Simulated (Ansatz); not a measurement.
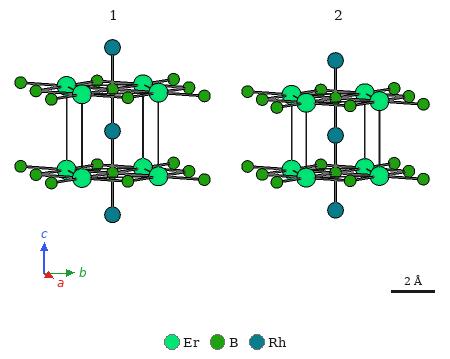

Two geometries of crystalline ErBRh (a generated structure, set up in Pmmm) (coarse preliminary run), drawn at one scale. One is the start of a relaxation, the other its converged end. The picture is a ball-and-stick view of the cell of the calculation, seen slightly off an axis.

These are results of DFT PBE, scalar-relativistic, plane waves, PAW; 4f electrons in the core of a trivalent norm-conserving potential in Ansatz, not measurements. Settings: plane-wave cutoff 770 eV; k-point mesh 6 × 6 × 6; occupations gaussian; smearing width 0.1 eV; no spin polarisation; cell and atoms relaxed; force threshold 0.04 eV/Å; at most 70 steps.

Question: Which geometry has the lower energy?

Answer: Structure 1 is the relaxed one. After 4 accepted moves (5 points after the start) the energy has fallen by 487 meV per atom. All forces vanish by symmetry, so only the cell relaxes. The pressure goes from 45.27 to 0.15 GPa. The SCF was repeated once at an unchanged geometry on a basis and grid sized afresh for the cell, which shifted the energy by 1.4 meV per atom at most. No atom moves by more than 0.005 Å relative to the cell. The volume changes by +22.6 %, with a 3.465 → 3.642 Å (+5.1 %), b 3.489 → 3.642 Å (+4.4 %), c 3.515 → 3.929 Å (+11.8 %). Among the contacts that change: Er–Er 3.515 → 3.929 Å, Er–Rh 3.022 → 3.239 Å, B–Rh 1.758 → 1.965 Å, Er–Er 3.465 → 3.642 Å. Within 0.06 Å the space group is P4/mmm at the start and P4/mmm at the end; at a tighter tolerance small leftover displacements or strains of the cell lower it.
